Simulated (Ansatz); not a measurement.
Consider BrFH4Si2 (SMILES F[SiH]([SiH3])Br).

| atom | x (Å) | y (Å) | z (Å) |
| --- | --- | --- | --- |
| F | -1.3150 | 1.7717 | 0.2706 |
| Si | -0.4316 | 0.8398 | -0.6103 |
| Si | 0.4870 | -0.7863 | 0.7023 |
| Br | -1.5921 | -0.0654 | -2.2085 |
| H | 0.6297 | 1.6599 | -1.2768 |
| H | 1.3681 | -0.1744 | 1.7841 |
| H | 1.4211 | -1.6840 | -0.0852 |
| H | -0.4749 | -1.6184 | 1.3679 |

All numbers below come from Ansatz 0.2.0, SCF revpbe0, Gaussian basis.

> What will maps of the electron density and electron localisation function show?

Si–F (1.56 Å): ρ is about 1.1 e/Å³ halfway; the ELF peaks at about 0.85 in the valence shell of F, 0.5 Å from its nucleus, and is about 0.40 at the midpoint.
Si–Si (2.28 Å): the density is about 0.71 e/Å³ at the midpoint; the ELF peaks at about 1 between the atoms (localised, covalent bonding).

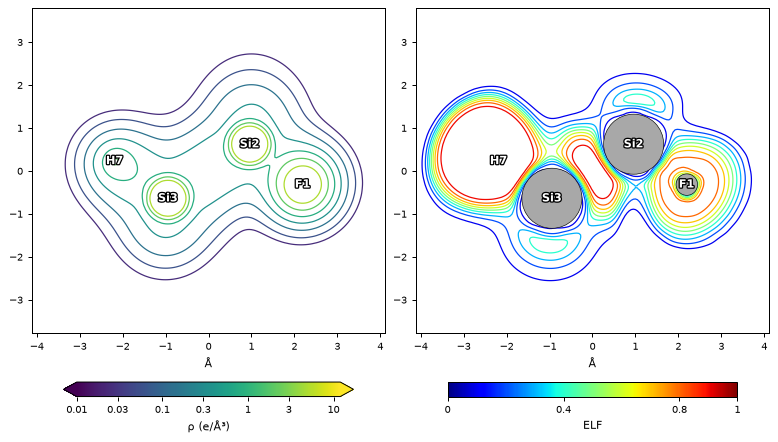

Computed electron density and electron localisation function on the plane of atoms Si2, Si3 and H7, in this order. Grey discs cover the atomic cores in the ELF map. 
